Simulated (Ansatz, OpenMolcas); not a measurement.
BH2O (SMILES [BH]O): methods side by side

BH2O: 4 atoms, total charge 0, spin state doublet. As SMILES, `[BH]O`. Geometry: relaxed at PBE0-D4/def2-TZVP.

Quantity: the vertical ionisation energy (to the singlet cation), in eV. The values are calculated.

| level | kind | program | value (eV) | less CCSD(T)/cc-pVTZ | CPU time (all runs) |
| --- | --- | --- | --- | --- | --- |
| U-revPBE/cc-pVTZ | GGA | Ansatz | 8.33 | +0.06 | 6.1 s |
| UBLYP/cc-pVTZ | GGA | OpenMolcas | 8.23 | -0.04 | 59 s |
| U-r2SCAN/cc-pVTZ | meta-GGA | OpenMolcas | 8.52 | +0.25 | 73 s |
| U-wB97M-V/cc-pVTZ | range-separated hybrid | Ansatz | 8.21 | -0.06 | 38 s |
| UHSE06/cc-pVTZ | range-separated hybrid | Ansatz | 8.48 | +0.21 | 7.3 s |
| UPBE-QIDH/cc-pVTZ | double hybrid | Ansatz | 8.47 | +0.20 | 8.8 s |
| UMP2/cc-pVTZ | perturbation theory | Ansatz | 8.22 | -0.05 | 3.1 s |
| UCCSD(T)/cc-pVTZ | coupled cluster or CI | Ansatz | 8.27 | 0.00 | 30 s |
| FCI/STO-3G | exact in the basis | Ansatz | 5.26 | -3.01 | 0.69 s |

UCCSD(T)/cc-pVTZ is the highest level here, not the true value. The values span 5.26 to 8.52 eV. High-level rows in very small sets aren't better than simpler rows in larger ones. Times are those of the runs behind each value, whatever else they computed, on shared processors of several kinds: orders of magnitude only.

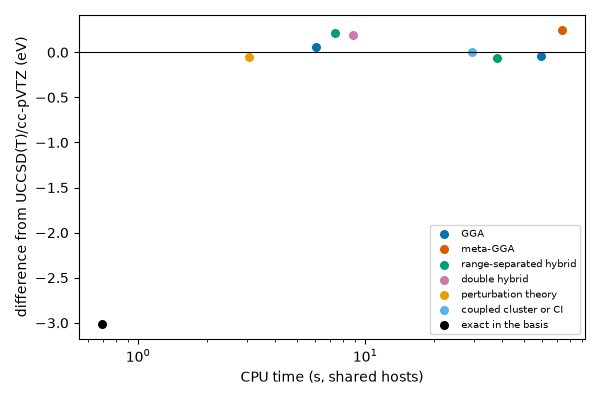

Difference from UCCSD(T)/cc-pVTZ against processor time, one point a level.
